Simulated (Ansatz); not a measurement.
**How Al(110) screens a field**

Aim: image plane and induced charge of Al(110).

Calculated with Ansatz 0.2.0; plane-wave DFT, PBE, Ansatz PAW.

**1. Starting point**

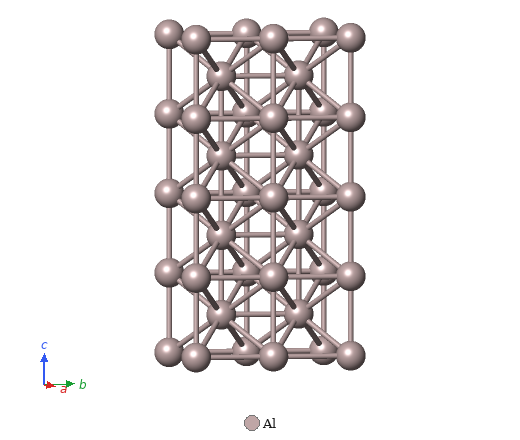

Start, viewed from the side, with the c axis up; aluminium light grey. 1×2×1 cells are drawn. Some periodic images of atoms are drawn too.

The cell holds 9 atoms: 9 Al. Its edges and angles: a = 4.050 Å, b = 2.864 Å, c = 29.455 Å, α = 90.0°, β = 90.0°, γ = 90.0°. Vacuum lies along c.

**2. Atoms held, field 0**

A sawtooth potential applies the field, turning back in the middle of the vacuum. With the dipole correction the typed value is the field outside the slab. The induced dipole is small, so the SCF threshold is tight.

Input file input.yaml:

```yaml
crystal:
  lattice:
    - [4.05, 0.0, 0.0]
    - [0.0, 2.8637824638, 0.0]
    - [0.0, 0.0, 29.4551298552]
  atoms:
    - { symbol: Al, position: [0.0, 0.0, 0.3055494932] }
    - { symbol: Al, position: [0.5, 0.5, 0.3541621199] }
    - { symbol: Al, position: [0.0, 0.0, 0.4027747466] }
    - { symbol: Al, position: [0.5, 0.5, 0.4513873733] }
    - { symbol: Al, position: [0.0, 0.0, 0.5] }
    - { symbol: Al, position: [0.5, 0.5, 0.5486126267] }
    - { symbol: Al, position: [0.0, 0.0, 0.5972252534] }
    - { symbol: Al, position: [0.5, 0.5, 0.6458378801] }
    - { symbol: Al, position: [0.0, 0.0, 0.6944505068] }
kpoints:
  mp_grid: { grid: [12, 18, 1] }
hamiltonian:
  xc: pbe
scf:
  occupations: { method: fermi_dirac, width: 0.1 }
  convergence: { dr2_threshold: 1.0e-10 }
efield:
  axis: 3
  dipole_correction: true
  ramp_position: 0.97
  ramp_width: 0.06
  amplitude: 0
output:
  forces: true
  write_potential: true
  write_density: true
  volumetric_format: npy
```

On the command line:

```
$ ansatz run input.yaml --threads 2 --pin off --max-ram 3072MiB --backend cpu --events-out ev --progress --plain --runs-dir out
```

Numbers of over 12 decimals in the logs are rounded to 6 here.

What it wrote:

```text
Engine: ansatz 0.2.0, aarch64-unknown-linux-gnu
Pseudopotentials: kind: paw
Pseudopotential: Al, paw, valence charge 3, recommended cutoff 420 eV (normal), Al.paw.azcp
Functional definition: PBE
  parameter kappa = 0.804
  parameter beta = 0.066725
  exchange = pbe_x(kappa = kappa, mu = beta*pi^2/3)
  correlation = pbe_c(beta = beta)
Crystal: 9 atoms, lattice volume = 341.630 Å³
Basis set: ecut = 420 eV, 6703 PW (Γ), exchange–correlation on 60×40×400 points (8 copies of the dense FFT grid, shifted against one another)
Bands: 23, of which v1, the nominal top of the filled ones, is band 14 counted from 1 (13 counted from 0)
Symmetry: 4 space group operations
k-points: 70 of 216
Non-local potential: Al, projectors of the file, l = 0: 2, l = 1: 2, l = 2: 1
PAW form: soft (Blöchl's): semilocal exchange-correlation on the pseudo side does not see the compensation charge
PAW one-centre angular grid: Al, 110 points (default); XC on 64 Gauss nodes
Initial density: superposition of atomic densities (neutral atoms: chi_scale 0, normalization atom), corrected by the library's trained network
Initial wavefunctions: pseudopotential atomic-orbital guess
Functional: x = pbe(κ = 0.804, μ = 0.219515), c = pbe(β = 0.066725)
SCF iter   1: F=—  HF=-4836.147588 eV  |F-HF|=—  |Δ(HF+E_count)|=         —  Δρ=9.83e-4  dr2=4.33e-3  ethr=1.77e-3  p=0.000 e·Å  D=1.76e-14 V/Å  ΔV_dip=-0.00 eV  dr2_dipole=3.92e-7  V_vac-E_F(+/−)=4.03/4.03 eV  ⟨swp⟩=9.4  Hψ=11098  notcnv=0  defer=8
efield: sawtooth ramp at fractional position 0.9700 (set: `efield.ramp_position`, or a place that a band, a saddle search or an elastic batch's reference lends), width 0.0600; the density the first Hamiltonian is built on has a dipole p = 0.000 e·Å; the dipole correction subtracts the counter field D = 1.76e-14 V/Å, which shifts the + side's vacuum level by -0.00 eV against the − side's; the planar-averaged density in the ramp window peaks in size at 5.8e-6 e/Å³
preconditioner: auto → LDOS  [metal: Δε(μ)=0.018 eV  Ē_g=6.494 eV  σ=0.100 eV  W_gap=0.05  n_scr=34 (ndim 8)  ℏωp=10.4 eV  f_vac=0.461  D(μ)=3.78/eV (n_scr^D=12)  β→1.0]
SCF iter   2: F=—  HF=-4836.148946 eV  |F-HF|=—  |Δ(HF+E_count)|=   1.36e-3  Δρ=1.90e-4  dr2=2.06e-4  ethr=1.60e-5  p=0.000 e·Å  D=1.87e-5 V/Å  ΔV_dip=-0.00 eV  dr2_dipole=4.82e-7  V_vac-E_F(+/−)=4.14/4.14 eV  ⟨swp⟩=2.8  Hψ=3612  notcnv=0  defer=30
SCF iter   3: F=—  HF=-4836.149064 eV  |F-HF|=—  |Δ(HF+E_count)|=   1.18e-4  Δρ=4.93e-5  dr2=1.80e-5  ethr=7.63e-7  p=-0.000 e·Å  D=-5.80e-6 V/Å  ΔV_dip=0.00 eV  dr2_dipole=6.19e-9  V_vac-E_F(+/−)=4.13/4.13 eV  ⟨swp⟩=2.6  Hψ=2721  notcnv=0  defer=30
SCF iter   4: F=—  HF=-4836.149305 eV  |F-HF|=—  |Δ(HF+E_count)|=   2.41e-4  Δρ=1.25e-5  dr2=1.41e-6  ethr=6.66e-8  p=0.000 e·Å  D=8.45e-7 V/Å  ΔV_dip=-0.00 eV  dr2_dipole=1.49e-11  V_vac-E_F(+/−)=4.14/4.14 eV  ⟨swp⟩=2.6  Hψ=2781  notcnv=0  defer=30
SCF iter   5: F=—  HF=-4836.149297 eV  |F-HF|=—  |Δ(HF+E_count)|=   8.79e-6  Δρ=2.40e-6  dr2=2.96e-8  ethr=5.21e-9  p=0.000 e·Å  D=3.74e-8 V/Å  ΔV_dip=-0.00 eV  dr2_dipole=8.02e-12  V_vac-E_F(+/−)=4.14/4.14 eV  ⟨swp⟩=2.4  Hψ=2657  notcnv=0  defer=30
SCF iter   6: F=—  HF=-4836.149297 eV  |F-HF|=—  |Δ(HF+E_count)|=   4.90e-8  Δρ=5.08e-7  dr2=2.10e-9  ethr=1.10e-10  p=0.000 e·Å  D=3.43e-8 V/Å  ΔV_dip=-0.00 eV  dr2_dipole=3.66e-13  V_vac-E_F(+/−)=4.14/4.14 eV  ⟨swp⟩=2.4  Hψ=2696  notcnv=0  defer=30
SCF iter   7: F=-4836.149297 eV  HF=-4836.149297 eV  |F-HF|=4.38e-10  |Δ(HF+E_count)|=   8.21e-9  Δρ=9.60e-8  dr2=2.77e-11  ethr=1.00e-12  p=-0.000 e·Å  D=-5.79e-9 V/Å  ΔV_dip=0.00 eV  dr2_dipole=4.22e-14  V_vac-E_F(+/−)=4.14/4.14 eV  ⟨swp⟩=13.1  Hψ=12054  notcnv=0
SCF 1 converged in 7 iterations: F = -4836.149297 eV  dr2 = 2.77e-11
  greatest PAW one-centre occupation: 0.483 electrons in one spin orbital (limit 2), on the Al atom at site 0 (counted from 0), in its partial waves of l = 0
WARN: The output density's exchange-correlation potential varies sharply where the density is thin. Do not read a vacuum level from v_tot or v_xc, or from such a field of the output density. On a cell that repeats whose density bears no net charge and no dipole along the vacuum's axis use v_es (v_loc + v_h of the components); under efield.dipole_correction with no amplitude use v_es + v_field, which holds any externa [...]
SCF converged after 7 iterations
Free energy (F): -4836.149297 eV
Harris-Foulkes:  -4836.149297 eV  (|F-HF|=4.38e-10)
Internal energy: -4836.024297 eV  (E = F + TS)
E sigma→0 (E₀):  -4836.086797 eV
Entropy (-TS):   -0.125000 eV (-13.889 meV/atom)
Fermi energy:    1.161819 eV
Dipole field:    D = 0.000000 V/Å  (p = 0.000000 e·Å, saw-weighted, corrected)
Work function:   Φ+ = 4.1369 eV   Φ− = 4.1369 eV
Levels:          The Fermi level and band energies are counted from a zero that moves with the ramp; work functions are not
--- Per-component energies (eV) ---
  E_band       = -81.181556
  E_kinetic    = 196.845415
  E_local      = -8664.311469  (includes V_loc(G=0)·N_el)
  E_nonlocal   = 93.689051
  E_hartree    = 4289.830594
  E_xc         = -352.976393
  E_vxc        = -254.389311  (∫ρ·V_xc dr)
  E_paw        = -4205.677679  (= ΣΔE_a)
  E_vpaw       = -32.676410  (= ΣTr[D̂ρ^β])
  E_aug_tail   = -0.000020  (compensation charges beyond the density's cutoff)
  E_efield     = 0.000000  (sawtooth field / dipole correction)
  E_vefield    = 0.000000  (∫n·V_field dr)
  E_ewald      = 3806.576204
  E_smearing   = -0.125000  (= −TS)
  E_closure    = 0.000000  (closes the sum)
  Σ components = -4836.149297   (vs F -4836.149297, Δ=0.00e0)
--- Forces (eV/Å), atoms counted from 1 ---
  atom   1  Al     0.00000000     0.00000000     0.17682813
  atom   2  Al     0.00000000     0.00000000    -0.13944540
  atom   3  Al     0.00000000     0.00000000     0.00856435
  atom   4  Al     0.00000000     0.00000000    -0.09426491
  atom   5  Al     0.00000000     0.00000000    -0.00000003
  atom   6  Al     0.00000000     0.00000000     0.09426486
  atom   7  Al     0.00000000     0.00000000    -0.00856425
  atom   8  Al     0.00000000     0.00000000     0.13944543
  atom   9  Al     0.00000000     0.00000000    -0.17682822
  max |Σ_I F_I| component: 3.33e-8 eV/Å
--- Band table (eV; the first three rows and the last of 70) ---
  k-point 0: bands = [... 10 lower, -0.0560, 0.2374, 0.4265, 1.1980, 1.3580, 2.2492, 2.7473, 2.8371, ... 5 higher]
  k-point 1: bands = [... 10 lower, -0.0050, 0.2862, 0.4792, 1.2490, 1.4096, 2.2899, 2.7984, 2.8862, ... 5 higher]
  k-point 2: bands = [... 10 lower, 0.1481, 0.4289, 0.6361, 1.4022, 1.5620, 2.3864, 2.9517, 3.0295, ... 5 higher]
  k-point 69: bands = [... 10 lower, -1.6577, -1.1992, -0.6036, -0.5683, -0.4995, 0.4250, 0.5726, 1.3930, ... 5 higher]
```

The job ended after 35 s (2 threads of Arm Neoverse V1, shared host; peak memory 0.75 GiB; 70 s of CPU time).

This step gave:

| Property | Result |
| --- | --- |
| energy at zero smearing | -4836.0868 eV |
| work function, upper face | 4.137 eV |
| dipole along the normal | 3.88e-7 e·Å |

Running mean over 1.432 Å of the planar mean; the ramp of the sawtooth is left out. Table of electron's electrostatic potential energy less the Fermi level by z:

```
z (Å)  electron's electrostatic potential energy less the Fermi level (eV)
    4                                                                 4.14
    6                                                                 4.10
    8                                                                0.794
   10                                                                -4.55
   12                                                                -4.58
   14                                                                -4.57
   16                                                                -4.57
   18                                                                -4.59
   20                                                                -4.35
   22                                                                 2.95
   24                                                                 4.13
   26                                                                 4.14
```

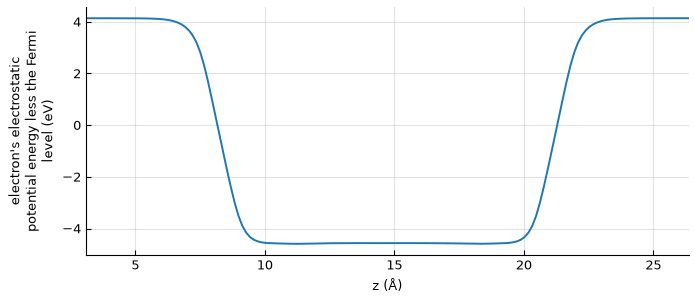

Electron's electrostatic potential energy less the Fermi level, plotted against z.

Force by atom:

```
atom  x (eV/Å)  y (eV/Å)  z (eV/Å)   size
 Al1     0.000     0.000     0.177  0.177
 Al2     0.000     0.000    -0.139  0.139
 Al3     0.000     0.000     0.009  0.009
 Al4     0.000     0.000    -0.094  0.094
 Al5     0.000     0.000     0.000  0.000
 Al6     0.000     0.000     0.094  0.094
 Al7     0.000     0.000    -0.009  0.009
 Al8     0.000     0.000     0.139  0.139
 Al9     0.000     0.000    -0.177  0.177
```

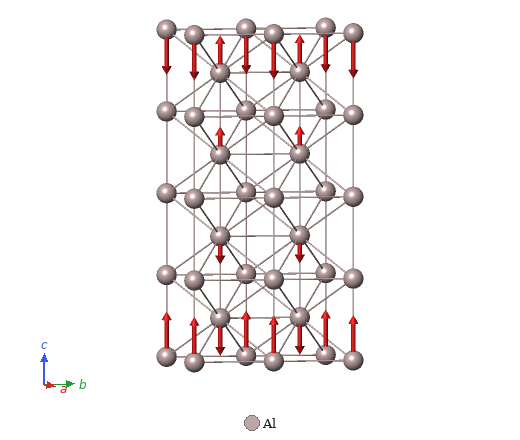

Force as arrows, the longest 0.177 eV/Å. 1×2×1 cells are drawn. Some periodic images of atoms are drawn too.

The work function of the upper face is 4.14 eV.

**3. Atoms held, field 0.05 V/Å**

Changes to input.yaml since step 2:

```diff
@@ -27,3 +27,3 @@
   ramp_width: 0.06
-  amplitude: 0
+  amplitude: 0.05
 output:
```

What it wrote:

```text
[...]
Crystal: 9 atoms, lattice volume = 341.630 Å³
Basis set: ecut = 420 eV, 6703 PW (Γ), exchange–correlation on 60×40×400 points (8 copies of the dense FFT grid, shifted against one another)
Bands: 23, of which v1, the nominal top of the filled ones, is band 14 counted from 1 (13 counted from 0)
Symmetry: 4 space group operations
k-points: 70 of 216
[...]
k-point 0: bands = [... 10 lower, -0.0562, 0.2372, 0.4263, 1.1978, 1.3578, 2.2488, 2.7471, 2.8369, ... 5 higher]
  k-point 1: bands = [... 10 lower, -0.0052, 0.2860, 0.4791, 1.2488, 1.4094, 2.2895, 2.7982, 2.8860, ... 5 higher]
  k-point 2: bands = [... 10 lower, 0.1479, 0.4287, 0.6359, 1.4020, 1.5618, 2.3860, 2.9515, 3.0293, ... 5 higher]
  k-point 69: bands = [... 10 lower, -1.6579, -1.1994, -0.6038, -0.5685, -0.4997, 0.4248, 0.5724, 1.3928, ... 5 higher]
[key lines of the parts left out:]
SCF converged after 10 iterations
Free energy (F): -4836.150471 eV
Fermi energy:    1.161644 eV
Dipole field:    D = 0.024877 V/Å  (p = 0.046966 e·Å, saw-weighted, corrected)
```

It took 40 s on 2 threads; peak memory 0.74 GiB.

The dipole is 0.0470 e·Å.

**4. Single point, field -0.05 V/Å**

Changes to input.yaml since step 3:

```diff
@@ -27,3 +27,3 @@
   ramp_width: 0.06
-  amplitude: 0.05
+  amplitude: -0.05
 output:
```

What it wrote:

```text
[...]
Crystal: 9 atoms, lattice volume = 341.630 Å³
Basis set: ecut = 420 eV, 6703 PW (Γ), exchange–correlation on 60×40×400 points (8 copies of the dense FFT grid, shifted against one another)
Bands: 23, of which v1, the nominal top of the filled ones, is band 14 counted from 1 (13 counted from 0)
Symmetry: 4 space group operations
k-points: 70 of 216
[...]
k-point 0: bands = [... 10 lower, -0.0562, 0.2372, 0.4263, 1.1978, 1.3578, 2.2488, 2.7471, 2.8369, ... 5 higher]
  k-point 1: bands = [... 10 lower, -0.0052, 0.2860, 0.4791, 1.2488, 1.4094, 2.2895, 2.7982, 2.8860, ... 5 higher]
  k-point 2: bands = [... 10 lower, 0.1479, 0.4287, 0.6359, 1.4020, 1.5618, 2.3860, 2.9515, 3.0293, ... 5 higher]
  k-point 69: bands = [... 10 lower, -1.6579, -1.1994, -0.6038, -0.5685, -0.4997, 0.4248, 0.5724, 1.3928, ... 5 higher]
[key lines of the parts left out:]
SCF converged after 10 iterations
Free energy (F): -4836.150471 eV
Fermi energy:    1.161644 eV
Dipole field:    D = -0.024877 V/Å  (p = -0.046966 e·Å, saw-weighted, corrected)
```

Elapsed: 41 s, on 2 threads; peak memory 0.74 GiB; 81 s of CPU time.

The dipole is -0.0470 e·Å.

**5. Atoms held, field 0.1 V/Å**

Changes to input.yaml since step 4:

```diff
@@ -27,3 +27,3 @@
   ramp_width: 0.06
-  amplitude: -0.05
+  amplitude: 0.1
 output:
```

What it wrote:

```text
[...]
Crystal: 9 atoms, lattice volume = 341.630 Å³
Basis set: ecut = 420 eV, 6703 PW (Γ), exchange–correlation on 60×40×400 points (8 copies of the dense FFT grid, shifted against one another)
Bands: 23, of which v1, the nominal top of the filled ones, is band 14 counted from 1 (13 counted from 0)
Symmetry: 4 space group operations
k-points: 70 of 216
[...]
k-point 0: bands = [... 10 lower, -0.0567, 0.2366, 0.4258, 1.1973, 1.3573, 2.2477, 2.7466, 2.8364, ... 5 higher]
  k-point 1: bands = [... 10 lower, -0.0057, 0.2855, 0.4785, 1.2483, 1.4089, 2.2884, 2.7977, 2.8854, ... 5 higher]
  k-point 2: bands = [... 10 lower, 0.1474, 0.4281, 0.6354, 1.4015, 1.5613, 2.3850, 2.9510, 3.0288, ... 5 higher]
  k-point 69: bands = [... 10 lower, -1.6584, -1.1999, -0.6043, -0.5690, -0.5002, 0.4243, 0.5719, 1.3923, ... 5 higher]
[key lines of the parts left out:]
SCF converged after 10 iterations
Free energy (F): -4836.153993 eV
Fermi energy:    1.161122 eV
Dipole field:    D = 0.049756 V/Å  (p = 0.093937 e·Å, saw-weighted, corrected)
```

It took 41 s on 2 threads; peak memory 0.74 GiB.

The dipole is 0.0939 e·Å.

**6. Single point, field -0.1 V/Å**

Changes to input.yaml since step 5:

```diff
@@ -27,3 +27,3 @@
   ramp_width: 0.06
-  amplitude: 0.1
+  amplitude: -0.1
 output:
```

What it wrote:

```text
[...]
Crystal: 9 atoms, lattice volume = 341.630 Å³
Basis set: ecut = 420 eV, 6703 PW (Γ), exchange–correlation on 60×40×400 points (8 copies of the dense FFT grid, shifted against one another)
Bands: 23, of which v1, the nominal top of the filled ones, is band 14 counted from 1 (13 counted from 0)
Symmetry: 4 space group operations
k-points: 70 of 216
[...]
k-point 0: bands = [... 10 lower, -0.0567, 0.2366, 0.4258, 1.1973, 1.3573, 2.2477, 2.7466, 2.8364, ... 5 higher]
  k-point 1: bands = [... 10 lower, -0.0057, 0.2855, 0.4785, 1.2483, 1.4089, 2.2884, 2.7977, 2.8854, ... 5 higher]
  k-point 2: bands = [... 10 lower, 0.1474, 0.4281, 0.6354, 1.4015, 1.5613, 2.3850, 2.9510, 3.0288, ... 5 higher]
  k-point 69: bands = [... 10 lower, -1.6584, -1.1999, -0.6043, -0.5690, -0.5002, 0.4243, 0.5719, 1.3923, ... 5 higher]
[key lines of the parts left out:]
SCF converged after 10 iterations
Free energy (F): -4836.153993 eV
Fermi energy:    1.161122 eV
Dipole field:    D = -0.049756 V/Å  (p = -0.093937 e·Å, saw-weighted, corrected)
```

Wall time 41 s (2 threads); peak memory 0.74 GiB; 81 s of CPU time.

The dipole is -0.0939 e·Å.

**7. Single point, field 0.2 V/Å**

Changes to input.yaml since step 6:

```diff
@@ -27,3 +27,3 @@
   ramp_width: 0.06
-  amplitude: -0.1
+  amplitude: 0.2
 output:
```

What it wrote:

```text
[...]
Crystal: 9 atoms, lattice volume = 341.630 Å³
Basis set: ecut = 420 eV, 6703 PW (Γ), exchange–correlation on 60×40×400 points (8 copies of the dense FFT grid, shifted against one another)
Bands: 23, of which v1, the nominal top of the filled ones, is band 14 counted from 1 (13 counted from 0)
Symmetry: 4 space group operations
k-points: 70 of 216
[...]
k-point 0: bands = [... 10 lower, -0.0588, 0.2343, 0.4236, 1.1952, 1.3552, 2.2433, 2.7445, 2.8343, ... 5 higher]
  k-point 1: bands = [... 10 lower, -0.0078, 0.2831, 0.4764, 1.2462, 1.4068, 2.2841, 2.7956, 2.8833, ... 5 higher]
  k-point 2: bands = [... 10 lower, 0.1453, 0.4258, 0.6333, 1.3994, 1.5592, 2.3810, 2.9489, 3.0266, ... 5 higher]
  k-point 69: bands = [... 10 lower, -1.6605, -1.2020, -0.6064, -0.5711, -0.5023, 0.4222, 0.5698, 1.3902, ... 5 higher]
[key lines of the parts left out:]
SCF converged after 10 iterations
Free energy (F): -4836.168085 eV
Fermi energy:    1.159024 eV
Dipole field:    D = 0.099530 V/Å  (p = 0.187909 e·Å, saw-weighted, corrected)
```

Wall time 41 s (2 threads); peak memory 0.74 GiB; 82 s of CPU time.

The dipole is 0.188 e·Å.

**8. Atoms held, field -0.2 V/Å**

Changes to input.yaml since step 7:

```diff
@@ -27,3 +27,3 @@
   ramp_width: 0.06
-  amplitude: 0.2
+  amplitude: -0.2
 output:
```

What it wrote:

```text
[...]
Crystal: 9 atoms, lattice volume = 341.630 Å³
Basis set: ecut = 420 eV, 6703 PW (Γ), exchange–correlation on 60×40×400 points (8 copies of the dense FFT grid, shifted against one another)
Bands: 23, of which v1, the nominal top of the filled ones, is band 14 counted from 1 (13 counted from 0)
Symmetry: 4 space group operations
k-points: 70 of 216
[...]
k-point 0: bands = [... 10 lower, -0.0588, 0.2343, 0.4236, 1.1952, 1.3552, 2.2433, 2.7445, 2.8343, ... 5 higher]
  k-point 1: bands = [... 10 lower, -0.0078, 0.2831, 0.4764, 1.2462, 1.4068, 2.2841, 2.7956, 2.8833, ... 5 higher]
  k-point 2: bands = [... 10 lower, 0.1453, 0.4258, 0.6333, 1.3994, 1.5592, 2.3810, 2.9489, 3.0266, ... 5 higher]
  k-point 69: bands = [... 10 lower, -1.6605, -1.2020, -0.6064, -0.5711, -0.5023, 0.4222, 0.5698, 1.3902, ... 5 higher]
[key lines of the parts left out:]
SCF converged after 10 iterations
Free energy (F): -4836.168085 eV
Fermi energy:    1.159024 eV
Dipole field:    D = -0.099530 V/Å  (p = -0.187909 e·Å, saw-weighted, corrected)
```

Wall time 41 s (2 threads); peak memory 0.74 GiB.

The dipole is -0.188 e·Å.

**9. Atoms held, field 0.4 V/Å**

Changes to input.yaml since step 8:

```diff
@@ -27,3 +27,3 @@
   ramp_width: 0.06
-  amplitude: -0.2
+  amplitude: 0.4
 output:
@@ -33 +33,2 @@
   volumetric_format: npy
+  elf: true
```

What it wrote:

```text
[...]
Crystal: 9 atoms, lattice volume = 341.630 Å³
Basis set: ecut = 420 eV, 6703 PW (Γ), exchange–correlation on 60×40×400 points (8 copies of the dense FFT grid, shifted against one another)
Bands: 23, of which v1, the nominal top of the filled ones, is band 14 counted from 1 (13 counted from 0)
Symmetry: 4 space group operations
k-points: 70 of 216
[...]
k-point 0: bands = [... 10 lower, -0.0674, 0.2248, 0.4150, 1.1866, 1.3466, 2.2243, 2.7361, 2.8254, ... 5 higher]
  k-point 1: bands = [... 10 lower, -0.0164, 0.2736, 0.4678, 1.2377, 1.3982, 2.2654, 2.7872, 2.8745, ... 5 higher]
  k-point 2: bands = [... 10 lower, 0.1367, 0.4163, 0.6246, 1.3908, 1.5505, 2.3639, 2.9404, 3.0177, ... 5 higher]
  k-point 69: bands = [... 10 lower, -1.6691, -1.2106, -0.6149, -0.5796, -0.5109, 0.4138, 0.5613, 1.3818, ... 5 higher]
[key lines of the parts left out:]
SCF converged after 10 iterations
Free energy (F): -4836.224480 eV
Fermi energy:    1.150442 eV
Dipole field:    D = 0.199217 V/Å  (p = 0.376116 e·Å, saw-weighted, corrected)
```

Elapsed: 43 s, on 2 threads; peak memory 0.74 GiB; 85 s of CPU time.

Running mean over 1.432 Å of the planar mean, with the applied field; the ramp of the sawtooth is left out. Electron's electrostatic potential energy less the Fermi level against z:

```
z (Å)  electron's electrostatic potential energy less the Fermi level (eV)
  5.0                                                                 3.20
  7.5                                                                 2.74
 10.0                                                                -4.55
 12.5                                                                -4.57
 15.0                                                                -4.57
 17.5                                                                -4.58
 20.0                                                                -4.35
 22.5                                                                 4.03
 25.0                                                                 5.34
```

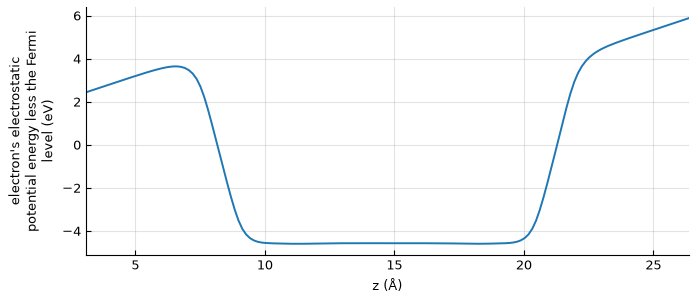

Electron's electrostatic potential energy less the Fermi level against z.

The dipole is 0.376 e·Å.

[end of part 1 of 2]

[Logs are printed without paths, hosts, clocks, repeated set-up lines and the standing remarks that a program may print on its own settings, such as how far it seeks lower states.]

[Hosts, paths, dates, database ids (printed as entryN), source tags and the programs' standing remarks are cut or masked in the printed files.]

[Maps of the electrostatic potential energy from Ansatz leave out the sawtooth potential of an applied field or a dipole correction, so their vacuum need not be flat; planar profiles and work functions include it.]
